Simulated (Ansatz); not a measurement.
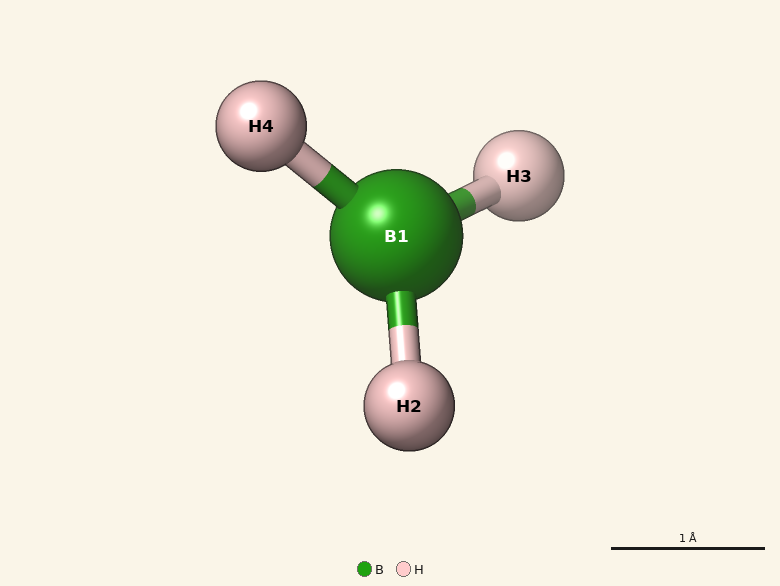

Source: calculation with Ansatz.

Orthographic view. Distant atoms are faded towards the background colour. The species is neutral and a spin triplet. Geometry: a fixed input geometry, not necessarily a minimum.

Write a Z-matrix (Å, degrees) in the order of the atom numbers, with these reference atoms: 2 to 1; 3 to 1, 2; 4 to 1, 3, 2.

```
B  
H    1   1.198
H    1   1.198   2   120.0
H    1   1.198   3   120.0   2   180.0
```

The spin state was imposed, and no run here compares it with a lower spin, which may lie lower.
